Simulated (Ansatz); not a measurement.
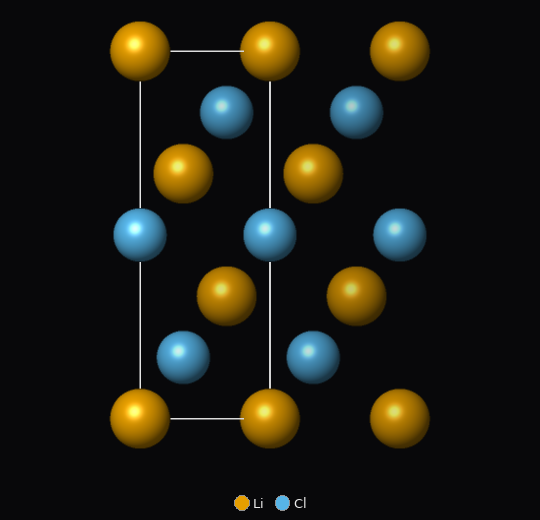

Projection along an edge of the hexagonal mesh, stacking direction [111] upwards. Every atom sits on one of the three columns of the mesh; call them A, B, C in the order in which they first turn up. The box is the hexagonal cell of the face-centred cubic lattice. The sequence starts with the first layer at or above the cell's origin.

The compound is LiCl (space group Fm-3m, No. 225), taken as the geometry relaxed with DFT r2SCAN, scalar-relativistic, plane waves, PAW in Ansatz 0.2.0.

List the layers of one repeat.

Li(A) – Cl(B) – Li(C) – Cl(A) – Li(B) – Cl(C) (six layers in 8.85 Å).

How are the Cl layers alone stacked?

Cl layers alone: BAC, the cubic close-packed type.

Which positions between or in the Cl layers do the other atoms fill?

Li: three octahedral sites in each hexagonal cell.
